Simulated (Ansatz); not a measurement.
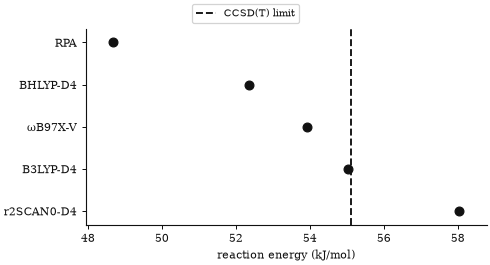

Electronic reaction energy of BNH₃SCl (NB(S)Cl) + H₂ ([H][H]) → BNH₄S (NBS) + HCl (Cl) (SMILES in brackets) at several levels (functionals in def2-TZVPP unless a basis is named), isolated molecules at PBE0-D4 triple-zeta geometries, minima by their frequencies, no zero-point or thermal terms, the Ansatz code 0.2.0. The line is frozen-core CCSD(T) at the basis limit (MP2 extrapolated from triple and quadruple zeta, plus CCSD(T) less MP2 in a smaller set). RPA holds a correlation term that converges slowly with the basis, so part of the distance to the limit is basis error.

### What range do the values span, the line included?

From 48.7 kJ/mol (RPA) to 58.0 kJ/mol (r2SCAN0-D4).

### Give the values.

```
        level  kJ/mol  less CCSD(T) limit
          RPA    48.7                −6.4
     BHLYP-D4    52.3                −2.8
      ωB97X-V    53.9                −1.2
     B3LYP-D4    55.0                −0.1
   r2SCAN0-D4    58.0                 2.9
CCSD(T) limit    55.1                 0.0
```
